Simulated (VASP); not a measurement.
```yaml
crystal:
  lattice:
    - [2.85213, 0.00000, 0.00000]
    - [-1.42607, 2.47002, 0.00000]
    - [0.00000, 0.00000, 5.12489]
  atoms:
    - { symbol: Co, position: [0.00000, 0.00000, 0.00000], spin: 2.5 }
    - { symbol: Co, position: [0.00000, 0.00000, 0.50000], spin: 2.5 }
    - { symbol: O, position: [0.33333, 0.66667, 0.25000], spin: 0.4 }
    - { symbol: O, position: [0.66667, 0.33333, 0.75000], spin: 0.4 }
```

These are PBEsol GGA, VASP's PBE PAW potentials (set 64) (plane waves; VASP 6.6.1) values and carry that method's errors. Run with 520 eV cut-off, 14×14×7 Γ-centred mesh, tetrahedra with Blöchl corrections, potentials Co O.

The moments were started parallel, and other spin orders were not tried in this run.

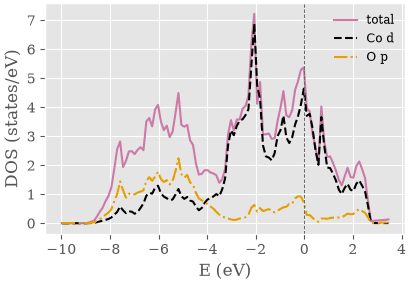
*Total and projected density of states, zero at the Fermi level*

Within 2 eV below the Fermi level the largest weight inside VASP's projection spheres is Co d.

It has no gap at this level: it comes out as a metal or semimetal.

The structure was generated: CoO was put into the NiAs type type (P6_3/mmc), which need not be its known phase. It was relaxed first.
